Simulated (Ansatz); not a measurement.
# AlNH3 (SMILES [NH2][AlH]): levels of theory compared

We compute a comparison of 6 runs (UHF/STO-3G, U-r2SCAN0/STO-3G, U-wB97X/STO-3G, UB2PLYP/STO-3G, UMP2/STO-3G, UCCSD/STO-3G) of AlNH3. 

Program for the calculation: Ansatz 0.2.0.

52 further runs of the same task are left out: 52 set aside as unsound or not needed.

### Step 1. The molecule

AlNH3: 5 atoms, total charge 0, spin state doublet. SMILES: `[NH2][AlH]`. The H4–N1 distance was set to 1.514 Å, away from the relaxed value. At this shape a bond of the SMILES string is far longer than usual.

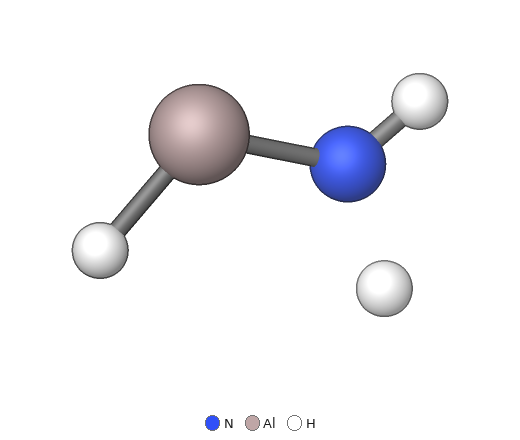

The structure, seen from a chosen angle (nitrogen blue, aluminium light grey, hydrogen white).

### Step 2. A single-point energy at UHF/STO-3G (run 1)

Input file in.yaml:

```yaml
crystal:
  periodic: [false, false, false]
  atoms:
    - {symbol: N, position_ang: [0.330257, -0.599799, 0.401353]}
    - {symbol: Al, position_ang: [1.283457, 0.894901, 0.347053]}
    - {symbol: H, position_ang: [0.595357, -1.444299, 0.881753]}
    - {symbol: H, position_ang: [-1.010300, -0.782800, -0.277400]}
    - {symbol: H, position_ang: [0.638657, 2.102401, -0.489147]}
basis:
  gaussian: {orbitals: STO-3G}
magnetization: {spin_polarized: true, initial_magnetization: 1}
hamiltonian: {xc: hf}
accuracy: high
```

Run with:

```console
$ ansatz run in.yaml --threads 1 --pin off --max-ram 2610MiB --events-out events.jsonl --progress --plain --runs-dir runs
```

The program printed:

```text
Warning: RAYON_NUM_THREADS=1 ignored (pool sized by the plan → 1); use --threads N
Functional definition: HF
  name "HF"
  exchange = exact_x
  correlation = 0
288 factors; integrals over basis functions are off by at most 1.5e-8 eV
mean field evaluation 1: about -8005.6122 eV, gradient 1.7e1 eV
mean field evaluation 2: about -8005.6648 eV, gradient 1.7e1 eV
mean field evaluation 4: about -8008.8184 eV, gradient 2.8e0 eV
mean field evaluation 8: about -8009.1171 eV, gradient 6.9e-1 eV
mean field evaluation 16: about -8009.1701 eV, gradient 2.0e-8 eV
mean field -8009.17014831 eV, -294.3315741400 hartree, gradient 7.9e-8 eV, S^2 0.995423; 0 other end points of the search recorded, 0 dependent functions left out
reference -8009.17014831 eV, -294.3315741400 hartree; 12, 11 occupied and 5, 6 virtual orbitals, 288 factors
Total energy: -8009.17014831 eV, -294.3315741400 hartree
```

Wall time 0.16 s (1 thread of Intel Xeon Platinum 8259CL at 2.50GHz (Skylake/Cascade Lake), shared host).

### Step 3. A single-point energy at U-r2SCAN0/STO-3G (run 2)

Input file job.yaml:

```yaml
crystal:
  periodic: [false, false, false]
  atoms:
    - {symbol: N, position_ang: [0.330257, -0.599799, 0.401353]}
    - {symbol: Al, position_ang: [1.283457, 0.894901, 0.347053]}
    - {symbol: H, position_ang: [0.595357, -1.444299, 0.881753]}
    - {symbol: H, position_ang: [-1.010300, -0.782800, -0.277400]}
    - {symbol: H, position_ang: [0.638657, 2.102401, -0.489147]}
basis:
  gaussian:
    orbitals: STO-3G
magnetization:
  spin_polarized: true
  initial_magnetization: 1
accuracy: high
hamiltonian:
  xc: {name: r2SCAN0}
```

Run with:

```console
$ ansatz run job.yaml --threads 1 --pin off --max-ram 2610MiB --events-out events.jsonl --progress --plain --runs-dir runs
```

The program printed:

```text
Warning: RAYON_NUM_THREADS=1 ignored (pool sized by the plan → 1); use --threads N
Functional definition: r2SCAN0
  name "r2SCAN0"
  parameter a = 0.25
  parameter k0 = 0.174
  parameter k1 = 0.065
  parameter a1 = 4.9479
  exchange = (1 - a)*r2scan_x(k0 = k0, k1 = k1, a1 = a1) + a*exact_x
  correlation = r2scan_c
288 factors; integrals over basis functions are off by at most 1.5e-8 eV
mean field evaluation 1: about -8025.8451 eV, gradient 2.2e1 eV
mean field evaluation 2: about -8001.2549 eV, gradient 5.9e1 eV
mean field evaluation 4: about -8030.2714 eV, gradient 2.0e0 eV
mean field evaluation 8: about -8030.2924 eV, gradient 8.3e-2 eV
mean field evaluation 16: about -8030.2930 eV, gradient 7.4e-5 eV
mean field -8030.29299703 eV, -295.1078245126 hartree, gradient 7.9e-8 eV, S^2 0.780401; 0 other end points of the search recorded, 0 dependent functions left out
reference -8030.29299776 eV, -295.1078245395 hartree; 12, 11 occupied and 5, 6 virtual orbitals, 288 factors
Total energy: -8030.29299776 eV, -295.1078245395 hartree
```

It took 3.9 s on 1 thread of Intel Xeon Platinum 8259CL at 2.50GHz (Skylake/Cascade Lake), shared host; peak memory 0.23 GiB.

Runs 3 to 5 aren't shown in full; the table further down has their settings and results.

### Step 4. The energy at UCCSD/STO-3G (run 6)

Input file run.yaml:

```yaml
crystal:
  periodic: [false, false, false]
  atoms:
    - symbol: N
      position_ang: [0.330257, -0.599799, 0.401353]
    - symbol: Al
      position_ang: [1.283457, 0.894901, 0.347053]
    - symbol: H
      position_ang: [0.595357, -1.444299, 0.881753]
    - symbol: H
      position_ang: [-1.010300, -0.782800, -0.277400]
    - symbol: H
      position_ang: [0.638657, 2.102401, -0.489147]
basis:
  gaussian: {orbitals: STO-3G}
magnetization: {spin_polarized: true, initial_magnetization: 1}
correlation: {method: ccsd, frozen_orbitals: {Al: 5, H: 0, "N": 1}}
accuracy: high
scf: {omitted_lower_state_checks: [cluster_reference, increment]}
```

Run with:

```console
$ ansatz run run.yaml --threads 1 --pin off --max-ram 2610MiB --events-out events.jsonl --progress --plain --runs-dir runs
```

The program printed:

```text
Warning: RAYON_NUM_THREADS=1 ignored (pool sized by the plan → 1); use --threads N
[... 12 lines left out ...]
6 core orbitals not correlated: weight in the atoms' cores, before any rotation towards them, 1.000 or more for the frozen orbitals, at most 0.000 for the correlated occupied ones
[... 29 lines left out ...]
Total energy: -8012.34506756 eV, -294.4482502701 hartree
Checks for a lower state left out: cluster_reference, increment
```

Run time: 0.26 s. Hardware: 1 thread of Intel Xeon Platinum 8259CL at 2.50GHz (Skylake/Cascade Lake), shared host.

### Step 5. The series

```tsv
run	level	frozen core orbitals	energy (Eh)	⟨S²⟩	wall time
1	UHF/STO-3G	–	-294.331574	0.995	0.16 s
2	U-r2SCAN0/STO-3G	–	-295.107825	0.780	3.9 s
3	U-wB97X/STO-3G	–	-295.138285	0.761	9.3 s
4	UB2PLYP/STO-3G	6	-294.941794	0.797	2.2 s
5	UMP2/STO-3G	6	-294.402598	0.995	0.16 s
6	UCCSD/STO-3G	6	-294.448250	0.995	0.26 s
```

### Step 6. Results

| quantity | value |
| --- | --- |
| run 6: total energy | -294.44825 Eh |
| run 6: correlation energy (6 core orbitals frozen) | -116.7 mEh |
| run 6: ⟨S²⟩ of the reference determinant | 0.995 |
| run 6: T1 diagnostic | 0.055 |

What this shows: Below the UHF energy at the same shape and in the same basis (STO-3G): UMP2 -71.0 mEh; UCCSD -116.7 mEh. Totals of different functionals can't be ranked against each other. In runs 1, 2, 3, 4, 5, 6 the basis is minimal, so the values are rough. Spin contamination of the reference: run 1 ⟨S²⟩ = 1.00, run 5 ⟨S²⟩ = 1.00, run 6 ⟨S²⟩ = 1.00. All runs together took 16 s, the longest 9.3 s.
